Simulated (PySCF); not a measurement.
C2H5Cl2OSi (doublet)

The calculation's input:

```
{"job": {"kind": "epr"}, "charge": 0, "multiplicity": 2}
C     -0.597736    -0.394817     0.409119
O      0.547104    -0.185431    -0.256956
Si     1.150329     1.267386    -0.904168
Cl    -0.699482     0.688185     1.889342
Cl    -2.046215     0.065211    -0.627234
C     -0.745885    -1.790582     0.830048
H      2.423408     0.847203    -1.541752
H      0.201429     1.815680    -1.908628
H      1.398239     2.250483     0.183066
H      0.029862    -2.501180     0.544109
H     -1.628497    -2.089864     1.393328
```

Command:

```sh
OMP_NUM_THREADS=1 python cluster_run.py task.json out
```

Geometry: PBE0-D3(BJ)/def2-SVP.

All numbers below come from UKS B3LYP, IGLO-III on C Cl O Si, pcH-1 on H, non-relativistic, mean-field spin-orbit, GIAO in PySCF.

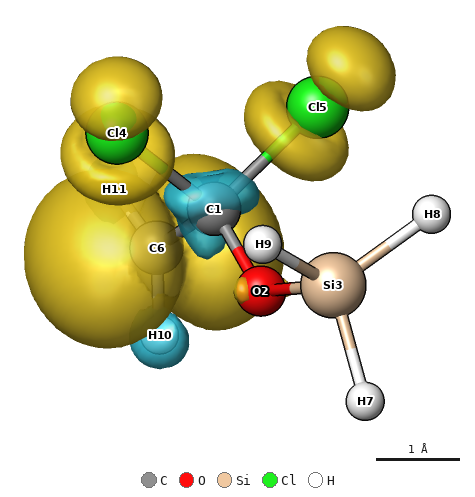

Figure 1. Isosurfaces of the spin density (α minus β) at +0.015 (yellow) and −0.015 e/Å³ (cyan), seen at an oblique angle.

Question: Which atoms carry the spin?

Answer: The unpaired spin (1 electron) lies mostly on C6 (about 0.7), Cl5 (about 0.1) and Cl4 (about 0.1), in electrons by Hirshfeld's partition.

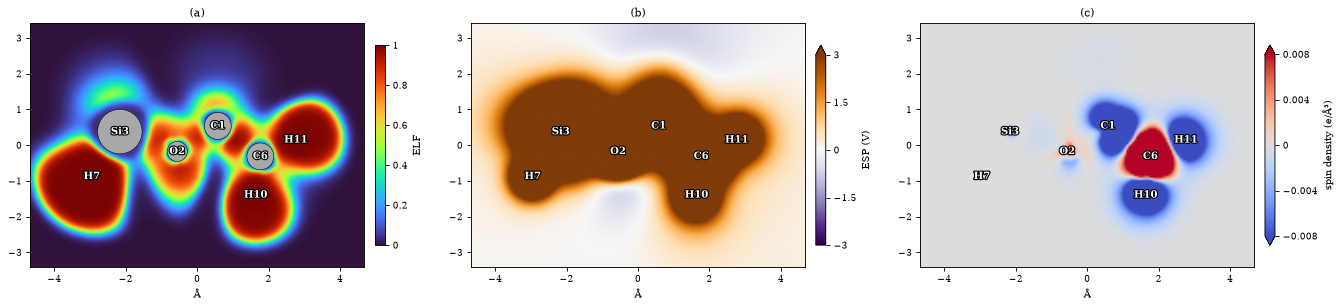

Figure 2. (a) electron localisation function; (b) molecular electrostatic potential; (c) spin density on the plane of atoms C1, O2 and Si3. Grey discs cover the atomic cores in the ELF map.

Question: What does the map show?

Answer: Atoms in the plane: C, O, Si and H. C–O (1.34 Å): the ELF peaks at about 0.90 between the atoms; a polar covalent bond. C–C (1.47 Å): the ELF peaks at about 0.95 between the atoms: localised, covalent bonding. Si–O (1.70 Å): the ELF peaks at about 0.90 between the atoms; a polar covalent bond. C–H (1.09 Å): the ELF climbs to about 1 towards the hydrogen, as it does in any bond to H (a covalent bond by its length). Si–H (1.48 Å): the ELF climbs to about 1 towards the hydrogen. The ELF also peaks beside O2, away from the bonds: non-bonding electrons, paired or unpaired.

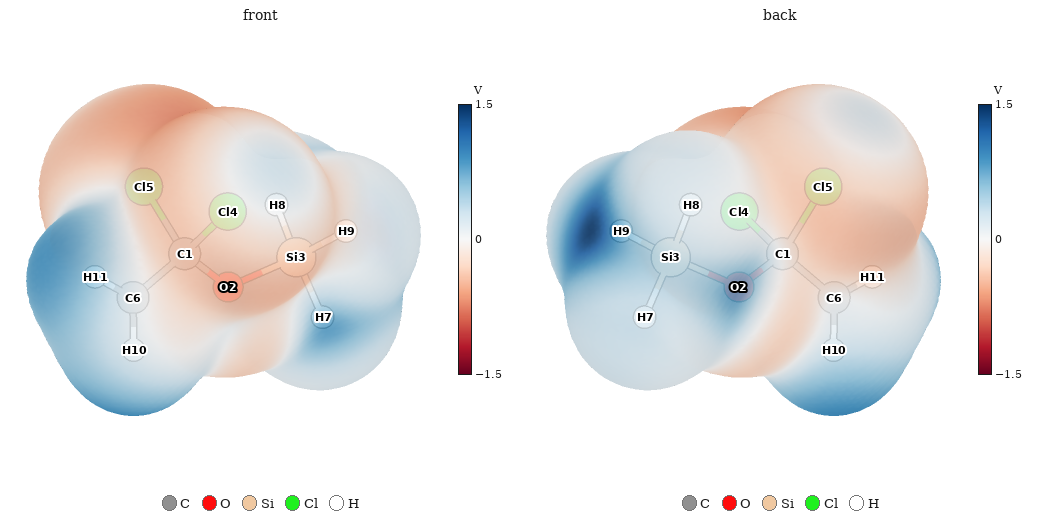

Figure 3. The electrostatic potential painted on the density surface at 0.001 e/bohr³, seen from the front and from behind; the colour scale runs from red (negative) to blue (positive).

Question: Where is the surface potential most negative and most positive?

Answer: The most negative region (about −0.7 V, or −16 kcal/mol for a unit charge) lies over Cl4 and Cl5, the most positive (about +1.3 V, or +30 kcal/mol for a unit charge) over Si3. Cl4 shows a σ-hole: about +0.2 V at the tip opposite its bond, against about −0.4 V, or −9 kcal/mol for a unit charge on its flanks. Cl5 shows a σ-hole: about +0.2 V at the tip opposite its bond, against about −0.4 V, or −9 kcal/mol for a unit charge on its flanks.
